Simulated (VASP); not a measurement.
Band structure of YS (relaxed from the wurtzite structure, space group P6_3mc). Method: PBEsol GGA, VASP's PBE PAW potentials (set 64) (plane waves; VASP).

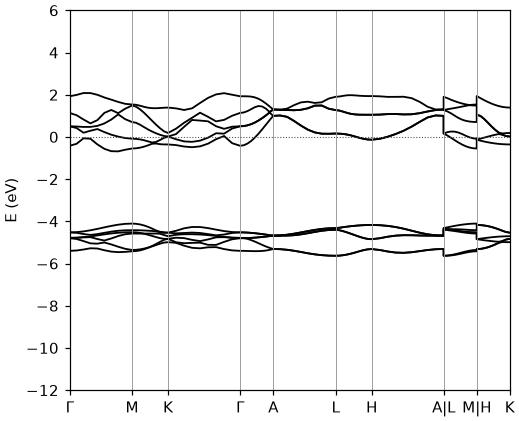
Figure. Bands along high-symmetry lines, zero at the valence-band maximum or, without a gap, the Fermi level

Task: Read the plot: is there a gap, and where are the band edges?

Result: It has no gap at this level: it comes out as a metal or semimetal. (Edges off the drawn lines would not show.)

The structure was generated: YS was put into the wurtzite type (P6_3mc), which need not be its known phase. It was relaxed first, which changed the volume by -30 %.
